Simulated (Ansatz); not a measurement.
Geometry relaxation of B₃H₄Cl

B₃H₄Cl, SMILES BB(B)Cl, computed with RKS PBE/def2-SVP (Ansatz 0.2.0).

It belongs to a series of runs on one base structure; here: end point A relaxed. Figures and captions count atoms from 1; the log counts them from 0 in places.

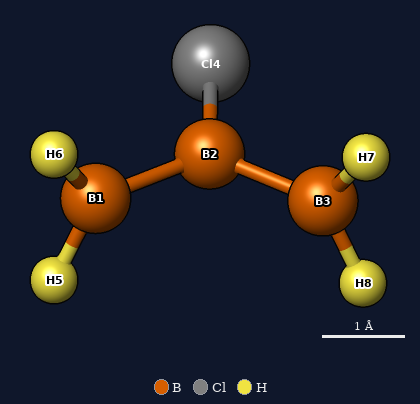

Fig. 1: The structure as given in the input (ball-and-stick view, seen at a tilt; atoms are numbered from 1 in the order of the input). Bond lengths as drawn: B–B 1.64 Å, B–Cl 1.74 Å and B–H 1.17 Å.

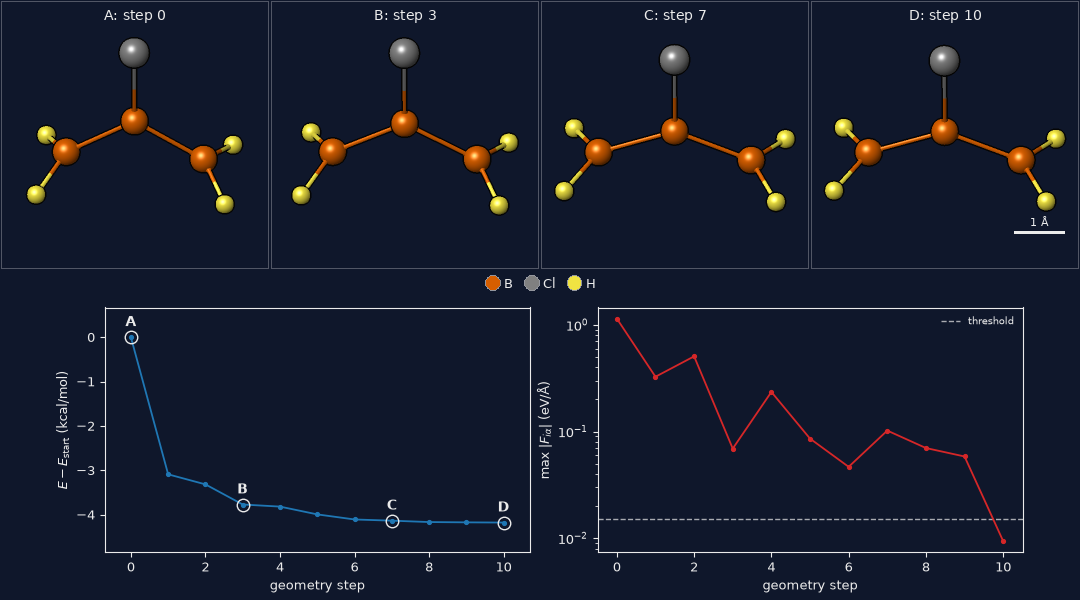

Fig. 2: Frames of the relaxation (ball-and-stick view, seen at a tilt) above the curves, on which the letters mark them (the first geometry is step 0 here and step 1 in the log).

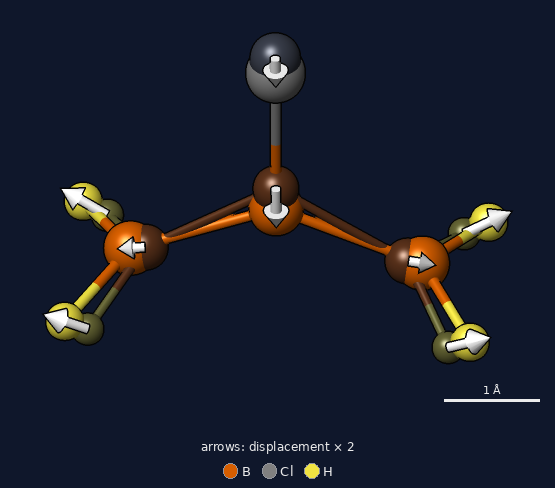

Fig. 3: Start (faint) and end (solid) with the displacements as white arrows, magnified 2 times (ball-and-stick view, seen at a tilt). The two geometries are laid on each other by the best rigid fit. After 10 geometry steps the energy has fallen by 4.18 kcal/mol. The largest force component goes from 1.1 to 0.0094 eV/Å. The largest moves after the best rigid fit, 0.29 Å, are those of H5 and H8. By element the largest moves are H 0.29 Å, B 0.27 Å, Cl 0.21 Å. Among the contacts that change: B2–Cl4 1.737 → 1.802 Å, B1–H5 1.171 → 1.219 Å, B1–B2 1.640 → 1.664 Å. Among the angles that change: B1–B2–B3 115.6° → 135.9°, B1–B2–Cl4 122.4° → 112.3°. (Atoms are counted from 1 in the order of the input.)

These pictures come from the run below.

## The input
```yaml
crystal:
  periodic: [false, false, false]
  atoms:
    - { symbol: B, position_ang: [-0.35604, 1.25957, -0.53052] }
    - { symbol: B, position_ang: [-0.32831, -0.37252, -0.37235] }
    - { symbol: B, position_ang: [0.62544, -0.9527, 0.83003] }
    - { symbol: Cl, position_ang: [-1.25086, -1.42237, -1.40362] }
    - { symbol: H, position_ang: [-1.09741, 1.92871, 0.08015] }
    - { symbol: H, position_ang: [0.4139, 1.83971, -1.1965] }
    - { symbol: H, position_ang: [1.75827, -1.20196, 0.66518] }
    - { symbol: H, position_ang: [0.23501, -1.07845, 1.92762] }
basis:
  gaussian: { orbitals: def2-SVP }
hamiltonian:
  xc: pbe
relax:
  f_tol: 0.015
  max_steps: 40
```

Run as:
```bash
ansatz run input.yaml --threads 1 --pin off --max-ram 2048MiB --backend cpu --events-out ev --progress --plain --runs-dir out
```

## Log
```
The last accepted step is kept in [file] (removed where the run ends without a failure and the disk answers)
Engine: ansatz 0.2.0, aarch64-unknown-linux-gnu
Functional definition: PBE
  parameter kappa = 0.804
  parameter beta = 0.06672455060314922
  exchange = pbe_x(kappa = kappa, mu = beta*pi^2/3)
  correlation = pbe_c(beta = beta)
889 factors; their error is unknown
mean field evaluation 1: about -14595.6746 eV, gradient 3.6e1 eV
mean field evaluation 2: about -14591.7522 eV, gradient 5.1e1 eV
mean field evaluation 4: about -14600.6505 eV, gradient 2.7e0 eV
mean field evaluation 8: about -14600.6743 eV, gradient 1.2e-2 eV
mean field evaluation 16: about -14600.6418 eV, gradient 2.8e-5 eV
mean field -14600.64181446 eV, -536.5636900108 hartree, gradient 2.8e-5 eV, S^2 0.000000; 0 other end points of the search recorded, 0 dependent functions left out
the calculation of the forces begins
reference -14600.64184958 eV, -536.5636913017 hartree; 18, 18 occupied and 62, 62 virtual orbitals, 889 factors
relax step   1: F+E_penalty+E_count = -14600.64181446 eV  Δ(F+E_penalty+E_count) = +0.000e0 eV  max|allowed force component| = 1.146e0 eV/Å  Δτ_max = 0.0000 Å  (25 SCF iters, accepted)
these checks for a lower state are left out or cut short: starts, cluster_reference, orbital_swaps, neighbouring_geometries, increment
889 factors; their error is unknown
mean field -14600.77583401 eV, -536.5686151385 hartree, gradient 1.9e-5 eV, S^2 0.000000; 0 other end points of the search recorded, 0 dependent functions left out
the calculation of the forces begins
reference -14600.77586940 eV, -536.5686164391 hartree; 18, 18 occupied and 62, 62 virtual orbitals, 889 factors
relax step   2: F+E_penalty+E_count = -14600.77583401 eV  Δ(F+E_penalty+E_count) = -1.340e-1 eV  max|allowed force component| = 3.267e-1 eV/Å  Δτ_max = 0.0602 Å  (26 SCF iters, accepted)
these checks for a lower state are left out or cut short: starts, cluster_reference, orbital_swaps, neighbouring_geometries, increment
889 factors; their error is unknown
mean field -14600.78566176 eV, -536.5689763018 hartree, gradient 7.8e-6 eV, S^2 0.000000; 0 other end points of the search recorded, 0 dependent functions left out
the calculation of the forces begins
reference -14600.78569731 eV, -536.5689776080 hartree; 18, 18 occupied and 62, 62 virtual orbitals, 889 factors
relax step   3: F+E_penalty+E_count = -14600.78566176 eV  Δ(F+E_penalty+E_count) = -9.828e-3 eV  max|allowed force component| = 5.074e-1 eV/Å  Δτ_max = 0.0702 Å  (28 SCF iters, accepted)
these checks for a lower state are left out or cut short: starts, cluster_reference, orbital_swaps, neighbouring_geometries, increment
889 factors; their error is unknown
mean field evaluation 32: about -14600.8357 eV, gradient 1.2e-2 eV
mean field -14600.80533580 eV, -536.5696993093 hartree, gradient 7.3e-6 eV, S^2 0.000000; 0 other end points of the search recorded, 0 dependent functions left out
the calculation of the forces begins
reference -14600.80537133 eV, -536.5697006151 hartree; 18, 18 occupied and 62, 62 virtual orbitals, 889 factors
relax step   4: F+E_penalty+E_count = -14600.80533580 eV  Δ(F+E_penalty+E_count) = -1.967e-2 eV  max|allowed force component| = 6.928e-2 eV/Å  Δτ_max = 0.0253 Å  (28 SCF iters, accepted)
these checks for a lower state are left out or cut short: starts, cluster_reference, orbital_swaps, neighbouring_geometries, increment
889 factors; their error is unknown
mean field -14600.80737574 eV, -536.5697742757 hartree, gradient 2.2e-5 eV, S^2 0.000000; 0 other end points of the search recorded, 0 dependent functions left out
the calculation of the forces begins
reference -14600.80741130 eV, -536.5697755824 hartree; 18, 18 occupied and 62, 62 virtual orbitals, 889 factors
relax step   5: F+E_penalty+E_count = -14600.80737574 eV  Δ(F+E_penalty+E_count) = -2.040e-3 eV  max|allowed force component| = 2.354e-1 eV/Å  Δτ_max = 0.0508 Å  (26 SCF iters, accepted)
these checks for a lower state are left out or cut short: starts, cluster_reference, orbital_swaps, neighbouring_geometries, increment
889 factors; their error is unknown
mean field -14600.81499069 eV, -536.5700541200 hartree, gradient 1.6e-5 eV, S^2 0.000000; 0 other end points of the search recorded, 0 dependent functions left out
the calculation of the forces begins
reference -14600.81502621 eV, -536.5700554254 hartree; 18, 18 occupied and 62, 62 virtual orbitals, 889 factors
relax step   6: F+E_penalty+E_count = -14600.81499069 eV  Δ(F+E_penalty+E_count) = -7.615e-3 eV  max|allowed force component| = 8.592e-2 eV/Å  Δτ_max = 0.0331 Å  (26 SCF iters, accepted)
these checks for a lower state are left out or cut short: starts, cluster_reference, orbital_swaps, neighbouring_geometries, increment
889 factors; their error is unknown
mean field -14600.81994662 eV, -536.5702362470 hartree, gradient 1.1e-5 eV, S^2 0.000000; 0 other end points of the search recorded, 0 dependent functions left out
the calculation of the forces begins
reference -14600.81998222 eV, -536.5702375552 hartree; 18, 18 occupied and 62, 62 virtual orbitals, 889 factors
relax step   7: F+E_penalty+E_count = -14600.81994662 eV  Δ(F+E_penalty+E_count) = -4.956e-3 eV  max|allowed force component| = 4.672e-2 eV/Å  Δτ_max = 0.0576 Å  (27 SCF iters, accepted)
these checks for a lower state are left out or cut short: starts, cluster_reference, orbital_swaps, neighbouring_geometries, increment
889 factors; their error is unknown
mean field evaluation 64: about -14600.8211 eV, gradient 1.2e-5 eV
mean field -14600.82112321 eV, -536.5702794858 hartree, gradient 1.2e-5 eV, S^2 0.000000; 0 other end points of the search recorded, 0 dependent functions left out
the calculation of the forces begins
reference -14600.82115889 eV, -536.5702807973 hartree; 18, 18 occupied and 62, 62 virtual orbitals, 889 factors
relax step   8: F+E_penalty+E_count = -14600.82112321 eV  Δ(F+E_penalty+E_count) = -1.177e-3 eV  max|allowed force component| = 1.022e-1 eV/Å  Δτ_max = 0.0622 Å  (27 SCF iters, accepted)
these checks for a lower state are left out or cut short: starts, cluster_reference, orbital_swaps, neighbouring_geometries, increment
889 factors; their error is unknown
mean field -14600.82247500 eV, -536.5703291634 hartree, gradient 1.9e-5 eV, S^2 0.000000; 0 other end points of the search recorded, 0 dependent functions left out
the calculation of the forces begins
reference -14600.82251068 eV, -536.5703304746 hartree; 18, 18 occupied and 62, 62 virtual orbitals, 889 factors
relax step   9: F+E_penalty+E_count = -14600.82247500 eV  Δ(F+E_penalty+E_count) = -1.352e-3 eV  max|allowed force component| = 7.012e-2 eV/Å  Δτ_max = 0.0234 Å  (26 SCF iters, accepted)
these checks for a lower state are left out or cut short: starts, cluster_reference, orbital_swaps, neighbouring_geometries, increment
889 factors; their error is unknown
mean field -14600.82276690 eV, -536.5703398904 hartree, gradient 5.0e-6 eV, S^2 0.000000; 0 other end points of the search recorded, 0 dependent functions left out
the calculation of the forces begins
reference -14600.82280256 eV, -536.5703412011 hartree; 18, 18 occupied and 62, 62 virtual orbitals, 889 factors
relax step  10: F+E_penalty+E_count = -14600.82276690 eV  Δ(F+E_penalty+E_count) = -2.919e-4 eV  max|allowed force component| = 5.841e-2 eV/Å  Δτ_max = 0.0070 Å  (23 SCF iters, accepted)
these checks for a lower state are left out or cut short: starts, cluster_reference, orbital_swaps, neighbouring_geometries, increment
889 factors; their error is unknown
mean field -14600.82296786 eV, -536.5703472757 hartree, gradient 1.9e-5 eV, S^2 0.000000; 0 other end points of the search recorded, 0 dependent functions left out
the calculation of the forces begins
reference -14600.82300351 eV, -536.5703485857 hartree; 18, 18 occupied and 62, 62 virtual orbitals, 889 factors
relax step  11: F+E_penalty+E_count = -14600.82296786 eV  Δ(F+E_penalty+E_count) = -2.010e-4 eV  max|allowed force component| = 9.403e-3 eV/Å  Δτ_max = 0.0082 Å  (27 SCF iters, accepted)
889 factors; their error is unknown
mean field evaluation 96: about -14600.8230 eV, gradient 6.3e-2 eV
mean field -14600.82296786 eV, -536.5703472757 hartree, gradient 1.9e-5 eV, S^2 0.000000; 1 other end points of the search recorded, 0 dependent functions left out
the calculation of the forces begins
reference -14600.82300351 eV, -536.5703485857 hartree; 18, 18 occupied and 62, 62 virtual orbitals, 889 factors
Total energy: -14600.82300351 eV, -536.5703485857 hartree
Atom 0 at    -0.398981     1.395370    -0.592105 Å, force    -0.000979     0.009403    -0.001833 eV/Å
Atom 1 at    -0.187298    -0.209750    -0.208959 Å, force    -0.004528    -0.005512    -0.005288 eV/Å
Atom 2 at     0.690479    -1.064078     0.917150 Å, force     0.004920    -0.004769     0.006587 eV/Å
Atom 3 at    -1.145425    -1.299425    -1.277243 Å, force     0.003174     0.003917     0.003653 eV/Å
Atom 4 at    -1.294418     2.057351    -0.095596 Å, force    -0.000474    -0.002196     0.000206 eV/Å
Atom 5 at     0.302105     1.951479    -1.420214 Å, force     0.000208    -0.002039    -0.000298 eV/Å
Atom 6 at     1.815258    -1.468180     0.676141 Å, force    -0.001010     0.000583    -0.001652 eV/Å
Atom 7 at     0.218280    -1.362777     2.000816 Å, force    -0.001310     0.000613    -0.001374 eV/Å
Dipole moment:     0.064975     0.074881     0.072369 e Å
```

## Trajectory as extended XYZ (Å, eV, eV/Å), 11 frames, from step=1 to step=11
```
8
Properties=species:S:1:pos:R:3:forces:R:3 step=1 energy=-14600.64181
B    -0.3560    1.2596   -0.5305   -0.0274  -0.6173  -0.0380
B    -0.3283   -0.3725   -0.3724    0.2721   0.3128   0.2992
B     0.6254   -0.9527    0.8300   -0.3756   0.1096  -0.4686
Cl   -1.2509   -1.4224   -1.4036   -0.5352  -0.6068  -0.5898
H    -1.0974    1.9287    0.0801   -0.8202   0.6495   0.6418
H     0.4139    1.8397   -1.1965    0.7972   0.5309  -0.7094
H     1.7583   -1.2020    0.6652    1.1459  -0.2491  -0.2299
H     0.2350   -1.0784    1.9276   -0.4567  -0.1297   1.0946
8
Properties=species:S:1:pos:R:3:forces:R:3 step=2 energy=-14600.77583
B    -0.3581    1.2834   -0.5365   -0.0993  -0.1389  -0.1147
B    -0.3220   -0.3658   -0.3652    0.2699   0.2883   0.3088
B     0.6383   -0.9704    0.8451   -0.1124  -0.0664  -0.1274
Cl   -1.2598   -1.4249   -1.4040   -0.2831  -0.3150  -0.3171
H    -1.1458    1.9633    0.0709   -0.2142   0.1828   0.1872
H     0.4255    1.8692   -1.2396    0.2350   0.1510  -0.1845
H     1.7994   -1.2351    0.6631    0.3267  -0.0663  -0.0607
H     0.2226   -1.1196    1.9662   -0.1227  -0.0354   0.3085
8
Properties=species:S:1:pos:R:3:forces:R:3 step=3 energy=-14600.78566
B    -0.3744    1.3245   -0.5579   -0.0101  -0.1654   0.0014
B    -0.2866   -0.3228   -0.3224   -0.3857  -0.4142  -0.4312
B     0.6560   -1.0037    0.8701   -0.1053   0.0517  -0.1311
Cl   -1.2585   -1.4362   -1.4032    0.4396   0.5074   0.4889
H    -1.1833    2.0025    0.0415   -0.0905   0.0818   0.0274
H     0.4092    1.9017   -1.2830    0.0504   0.0712  -0.0884
H     1.8167   -1.2891    0.6663    0.1320  -0.0710  -0.0012
H     0.2209   -1.1771    1.9886   -0.0304  -0.0616   0.1341
8
Properties=species:S:1:pos:R:3:forces:R:3 step=4 energy=-14600.80534
B    -0.3799    1.3167   -0.5640    0.0493   0.0229   0.0591
B    -0.2962   -0.3333   -0.3321   -0.0248  -0.0320  -0.0254
B     0.6509   -1.0095    0.8644    0.0275   0.0693   0.0274
Cl   -1.2495   -1.4156   -1.3915    0.0516   0.0582   0.0551
H    -1.1854    2.0063    0.0401   -0.0189  -0.0176  -0.0468
H     0.4115    1.9037   -1.2839   -0.0439  -0.0177  -0.0270
H     1.8234   -1.2875    0.6718   -0.0340  -0.0409  -0.0108
H     0.2252   -1.1809    1.9951   -0.0067  -0.0423  -0.0316
8
Properties=species:S:1:pos:R:3:forces:R:3 step=5 energy=-14600.80738
B    -0.3730    1.3368   -0.5564   -0.1506   0.0380  -0.1768
B    -0.2788   -0.3121   -0.3099    0.1208   0.1230   0.1217
B     0.6649   -1.0050    0.8816   -0.0317  -0.2354  -0.0128
Cl   -1.2283   -1.3922   -1.3703    0.0253   0.0309   0.0308
H    -1.2170    2.0232    0.0045    0.0965  -0.0498  -0.0076
H     0.3841    1.9175   -1.3228   -0.0279  -0.0433   0.0958
H     1.8244   -1.3367    0.6726   -0.0798   0.0727   0.0261
H     0.2236   -1.2314    2.0006    0.0473   0.0638  -0.0772
8
Properties=species:S:1:pos:R:3:forces:R:3 step=6 energy=-14600.81499
B    -0.3845    1.3498   -0.5709   -0.0355   0.0322  -0.0477
B    -0.2599   -0.2922   -0.2913    0.0421   0.0527   0.0608
B     0.6682   -1.0269    0.8876    0.0088  -0.0605   0.0120
Cl   -1.2130   -1.3760   -1.3527    0.0287   0.0328   0.0292
H    -1.2314    2.0344   -0.0126    0.0660  -0.0552  -0.0424
H     0.3702    1.9283   -1.3409   -0.0565  -0.0432   0.0583
H     1.8259   -1.3615    0.6760   -0.0856   0.0238   0.0157
H     0.2245   -1.2559    2.0047    0.0320   0.0175  -0.0859
8
Properties=species:S:1:pos:R:3:forces:R:3 step=7 energy=-14600.81995
B    -0.3952    1.3714   -0.5848    0.0181  -0.0125   0.0421
B    -0.2331   -0.2574   -0.2539    0.0448   0.0207  -0.0053
B     0.6773   -1.0491    0.9008   -0.0091   0.0435   0.0056
Cl   -1.1818   -1.3453   -1.3235    0.0090   0.0198   0.0246
H    -1.2568    2.0505   -0.0485    0.0141  -0.0284  -0.0338
H     0.3406    1.9419   -1.3752   -0.0362  -0.0320   0.0137
H     1.8229   -1.4090    0.6785   -0.0467  -0.0007  -0.0052
H     0.2262   -1.3031    2.0067    0.0060  -0.0103  -0.0417
8
Properties=species:S:1:pos:R:3:forces:R:3 step=8 energy=-14600.82112
B    -0.4012    1.3933   -0.5938    0.0761  -0.0623   0.0134
B    -0.1878   -0.2224   -0.2296   -0.0850   0.0294   0.1022
B     0.6879   -1.0660    0.9149    0.0183   0.0714  -0.0641
Cl   -1.1597   -1.3118   -1.2843    0.0311   0.0099  -0.0080
H    -1.2876    2.0596   -0.0855    0.0000  -0.0328  -0.0049
H     0.3084    1.9573   -1.4100   -0.0156  -0.0028  -0.0093
H     1.8193   -1.4582    0.6834   -0.0079  -0.0169  -0.0025
H     0.2206   -1.3517    2.0048   -0.0170   0.0042  -0.0269
8
Properties=species:S:1:pos:R:3:forces:R:3 step=9 energy=-14600.82248
B    -0.4012    1.3990   -0.5945    0.0173  -0.0701   0.0304
B    -0.1903   -0.2111   -0.2093    0.0353   0.0255   0.0112
B     0.6914   -1.0682    0.9190   -0.0348   0.0548  -0.0405
Cl   -1.1447   -1.3021   -1.2796    0.0022   0.0085   0.0104
H    -1.2942    2.0631   -0.0967   -0.0074  -0.0049   0.0005
H     0.3007    1.9558   -1.4217    0.0005  -0.0105  -0.0013
H     1.8168   -1.4713    0.6788   -0.0044   0.0006  -0.0096
H     0.2216   -1.3651    2.0040   -0.0087  -0.0038  -0.0010
8
Properties=species:S:1:pos:R:3:forces:R:3 step=10 energy=-14600.82277
B    -0.3994    1.3958   -0.5924    0.0067  -0.0584   0.0200
B    -0.1926   -0.2145   -0.2132    0.0347   0.0325   0.0232
B     0.6904   -1.0644    0.9172   -0.0342   0.0326  -0.0362
Cl   -1.1476   -1.3040   -1.2812   -0.0090  -0.0074  -0.0059
H    -1.2914    2.0589   -0.0925   -0.0090   0.0046   0.0028
H     0.3045    1.9522   -1.4172    0.0063   0.0027  -0.0082
H     1.8161   -1.4648    0.6770    0.0091  -0.0030  -0.0040
H     0.2199   -1.3592    2.0022   -0.0046  -0.0037   0.0084
8
Properties=species:S:1:pos:R:3:forces:R:3 step=11 energy=-14600.82297
B    -0.3990    1.3954   -0.5921   -0.0010   0.0094  -0.0018
B    -0.1873   -0.2097   -0.2090   -0.0045  -0.0055  -0.0053
B     0.6905   -1.0641    0.9172    0.0049  -0.0048   0.0066
Cl   -1.1454   -1.2994   -1.2772    0.0032   0.0039   0.0037
H    -1.2944    2.0574   -0.0956   -0.0005  -0.0022   0.0002
H     0.3021    1.9515   -1.4202    0.0002  -0.0020  -0.0003
H     1.8153   -1.4682    0.6761   -0.0010   0.0006  -0.0017
H     0.2183   -1.3628    2.0008   -0.0013   0.0006  -0.0014
```

## Key numbers

| quantity | value |
| --- | --- |
| outcome | converged |
| total energy | −14600.8230 eV |
| mean-field energy | −14600.8230 eV |
| largest force (length of the vector) at the end | 0.010 eV/Å |
| hardware | 1 thread of Arm Neoverse N1, 16 GiB of memory available, shared host |
| wall time | 38 s |
| peak memory | 0.15 GiB |
